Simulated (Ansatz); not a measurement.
Al2H2O2

```tsv
atom	x (Å)	y (Å)	z (Å)
Al	0.4007	0.5652	0.6163
Al	-1.1689	-0.4514	-0.9259
O	-0.0526	-1.1123	0.2785
O	-0.7157	1.2260	-0.5880
H	1.4242	1.2280	1.6216
H	-2.1920	-1.1143	-1.9317
```

Geometry: PBE-D3(BJ)/def2-SVP.

Method: isolated molecule in a Gaussian basis; Kohn-Sham density functional theory, functional PBE0 (Ansatz).

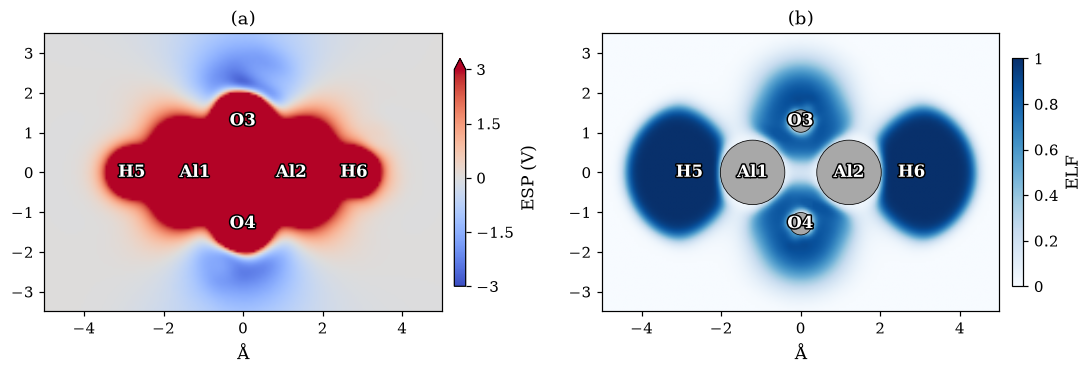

Figure 1. (a) molecular electrostatic potential; (b) ELF on the molecular plane. Grey discs cover the atomic cores in the ELF map.

Q: Read the bonding off the picture.

A: Atoms in the plane: Al, O and H. Al–O (1.77 Å): the ELF peaks at about 0.85 in the valence shell of O, 0.6 Å from its nucleus, and is about 0.50 at the midpoint. Al–Al (2.42 Å): the ELF is about 0.20 at the midpoint. Al–H (1.58 Å): the ELF climbs to about 1 towards the hydrogen. The ELF also peaks beside O4 and O3, away from the bonds: lone-pair regions. Outside the dense part of the molecule the potential is most negative (−2.5 V) near O3 and O4.

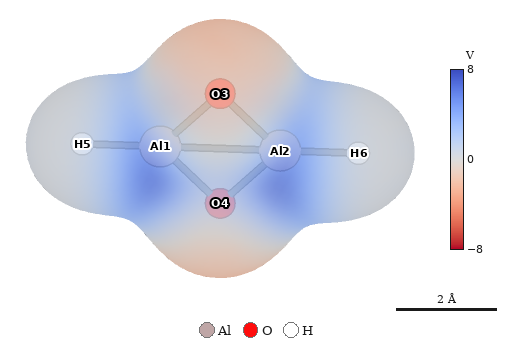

Figure 2. The molecular electrostatic potential painted on the density surface at 0.004 e/bohr³, seen at a tilt; red is negative and blue positive.

Q: Where is the surface potential most negative and most positive?

A: The most negative region (about −2.1 V) lies over O3 and O4, the most positive (about +5.9 V) over Al1 and Al2.

Q: What dipole moment does the calculation give?

A: Its dipole moment is zero.

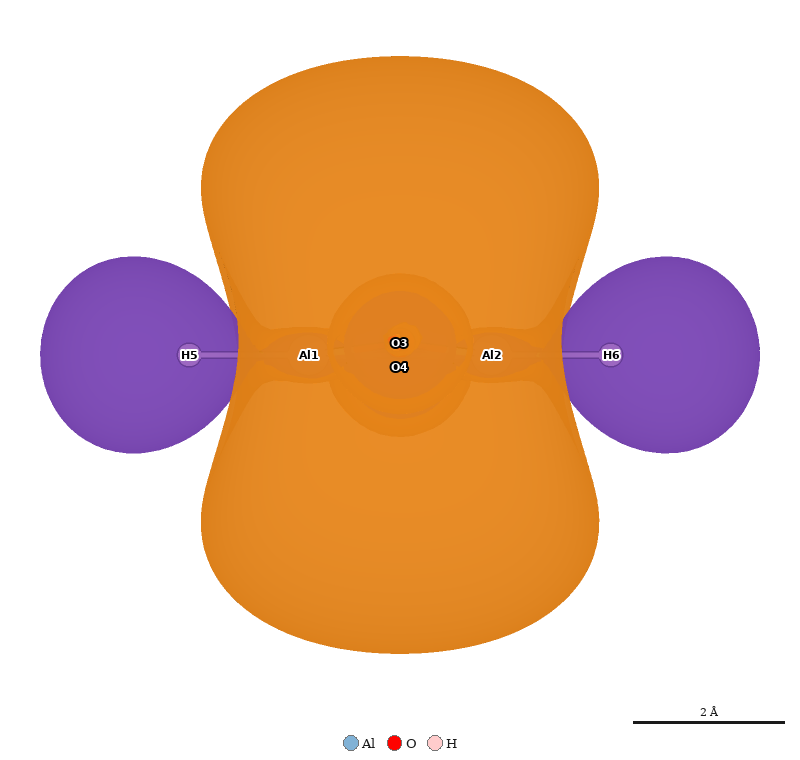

Figure 3. The LUMO at ±0.03 Å⁻³ᐟ² (orange and purple are the two phases), seen from one side.

Q: Where does this orbital lie, and at what energy?

A: By Hirshfeld shares it lies mainly on Al1 (about 35 %), Al2 (about 35 %), H6 (about 5 %), H5 (about 5 %), O4 (about 5 %) and O3 (about 5 %); it is symmetric in the molecular plane (an in-plane orbital: σ, lone-pair or in-plane π type); it is gerade (even under inversion). Its energy is −1.05 eV.
